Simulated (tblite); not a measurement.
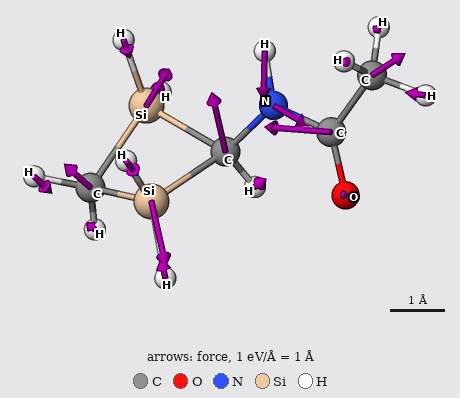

Starting geometry of C4H11NOSi2 with the computed forces as purple arrows. A ball-and-stick model, seen at a tilt.

Computed with GFN2-xTB geometry optimisation, gas phase in tblite 0.8.0. 

> Is this structure relaxed? If not, where do the atoms go?

It isn't relaxed: the largest force vector, on Si atoms, is 1.50 eV/Å. The final displacements have little in common with the starting forces (cosine between the two patterns 0.14). The energy falls by 59.0 kJ/mol in 124 geometry steps. The largest move after the best rigid fit is that of the O atom, 1.29 Å. Largest moves by element: O 1.29 Å, H 1.01 Å, Si 0.51 Å, C 0.50 Å, N 0.40 Å. Near-neighbour distances that change, for instance: O–Si 3.677 → 2.295 Å, C–Si 3.641 → 2.881 Å, C–N 1.385 → 1.330 Å, C–Si 1.905 → 1.955 Å. Among the angles between lasting bonds that change: C–Si–H 112.1° → 101.7°, Si–C–Si 84.2° → 92.6°, Si–C–Si 85.9° → 92.7°. Groups turn about C–N by about 50°, C–C by about 30°.
